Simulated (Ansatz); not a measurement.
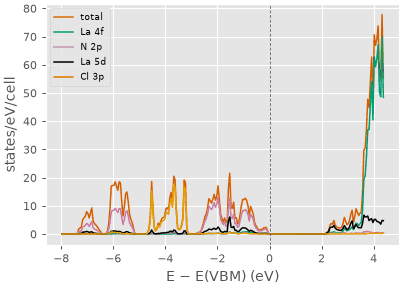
Fig. 1. Total and projected density of states of La2CN3Cl in space group Cmmm (No. 65; Pearson symbol oS28), the program Ansatz at the r²SCAN level (PAW)

**Question.** Which orbitals carry the states next to the gap?

**Answer.** Top 1 eV of the valence band: N 2p 71 %, La 5d 15 %, La 4f 7 %. Bottom 1 eV of the conduction band: La 5d 59 %, La 4f 25 %, N 2p 7 %. Projections are on Löwdin-orthogonalised atomic valence shells; empty p or d shells of many metals are not among them.

**Question.** Where is the tallest occupied peak in this window, and what makes it?

**Answer.** Near -1.5 eV, about 22 states/eV per cell; the largest projected share is N 2p.

The workflow started from a Materials Project entry (that database holds measured and hypothetical structures alike); the Crystallography Open Database files this formula in space group No. 65, but the cells were not matched. Its standing as an ambient phase is unchecked. The r²SCAN relaxation kept the symmetry of its start; whether a distortion lowers the energy is not shown. Spin–orbit coupling is left out wherever it is not named.

Potentials: the later of the program's two PAW sets.
